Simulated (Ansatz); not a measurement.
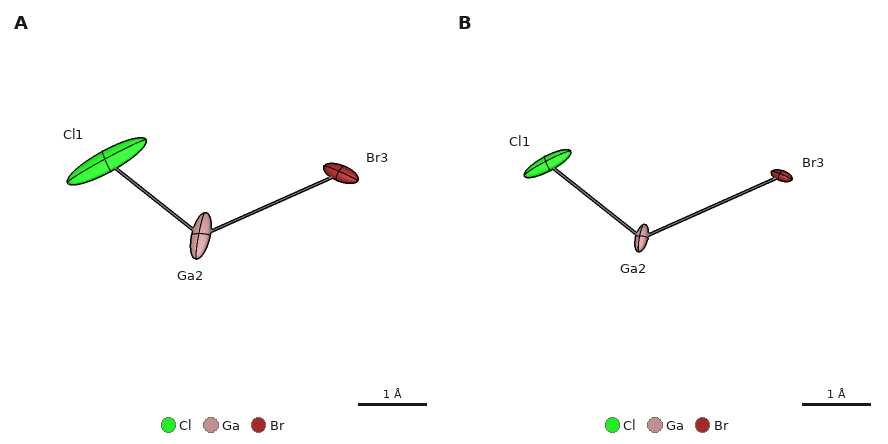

Displacement ellipsoids at the 50 % level, scaled by 3, from the internal vibrations of the free molecule (harmonic, no overall translation or rotation; no half-axis is drawn under 0.075 Å). Charge 0, doublet. Vibrations computed with UKS PBE0-D4/def2-TZVP (Ansatz 0.2.0). One panel is for 200 K, the other for 600 K.

> Which panel is for 600 K?

A.

> How much does the mean-square displacement of Cl1 grow, and why?

U_eq goes from 0.0027 to 0.0075 Å², a factor of 2.8. Modes below kT (417 cm⁻¹ at 600 K) grow about in proportion to T, and the lowest lies at 97 cm⁻¹; the mean-square amplitude of a mode is its zero-point value times coth(ħω/2kT), which comes close to 1 only above about 3kT.
